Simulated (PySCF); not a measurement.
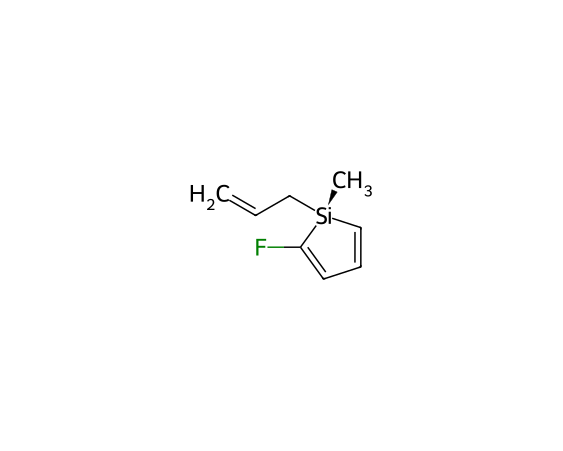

The computed structure is the end point of a GFN2-xTB optimisation. No frequency run is at hand to confirm it as a minimum. Method: PBE0/pcSseg-1, gas phase (PySCF 2.14.0).

Computed properties:

The species is C₈H₁₁FSi (`C=CC[Si@]1(C)C=CC=C1F`).
- dipole moment: 1.34 D
- HOMO energy (Kohn–Sham orbital): −6.43 eV
- LUMO energy (Kohn–Sham orbital): −1.42 eV
- HOMO–LUMO gap: 5.01 eV

The geometry is semi-empirical. Around Si such bond lengths and angles can be off by a tenth of an ångström or more and by several degrees, and values that hang on the shape move with them.
